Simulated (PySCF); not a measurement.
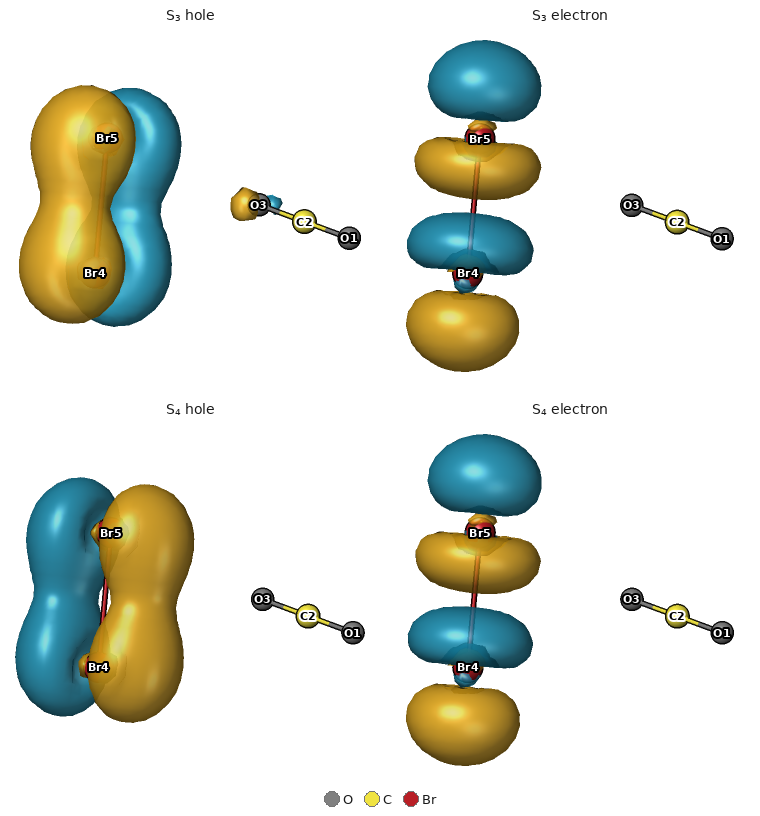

CBr$_{2}$O$_{2}$, SMILES `O=C=O.BrBr`. Leading natural transition orbitals (TDA singlet states).

Level of theory: CAM-B3LYP/def2-SVP (PySCF), at an unrelaxed start geometry of a pair search. Without diffuse functions Rydberg states are missing, so the states' numbers hold for this basis only.

Coordinates in Å:

```
O1      -3.2823    0.2092    0.8704
C2      -2.7425   -0.0283   -0.1092
O3      -2.1930   -0.2684   -1.0839
Br4      0.8579    1.1492   -0.0142
Br5      0.8638   -1.1308    0.0817
```

**Describe these excited states.**

By state:
- S₃: 5.15 eV (241 nm), f = 0.000 (dark); the leading pair carries 100 %; hole on Br4 (50 %) and Br5 (47 %), electron on Br4 and Br5 (50 % each); their centroids lie 0.1 Å apart; S₄ lies within 0.1 eV of it.
- S₄: 5.23 eV (237 nm), f = 0.000 (dark); the leading pair carries 100 %; hole on Br4 (50 %) and Br5 (49 %), electron on Br4 and Br5 (50 % each); their centroids lie 0.0 Å apart; S₃ lies within 0.1 eV of it.
